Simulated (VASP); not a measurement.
Band structure of SrCl2 (fluorite). Computed with MS2 meta-GGA, VASP's PBE PAW potentials (set 64) (plane waves; VASP).

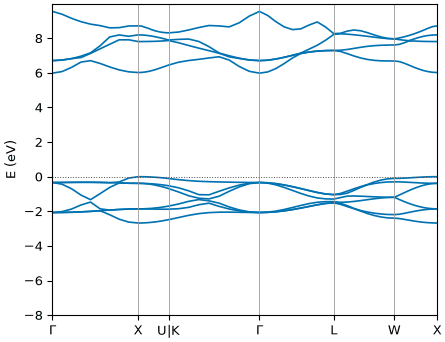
*Bands along high-symmetry lines, zero at the valence-band maximum or, without a gap, the Fermi level*

Task: Read the plot: is there a gap, and where are the band edges?

Result: The gap is indirect, 5.98 eV, from the valence maximum at X to the conduction minimum at Γ.

Measured: gap 7.50 eV (computed value off by -1.52 eV), as given by Andrés Aguado et al., Journal of the Physical Society of Japan (1999), arXiv:cond-mat/9901145.

The compound is SrCl2 in the fluorite structure. It was relaxed first.
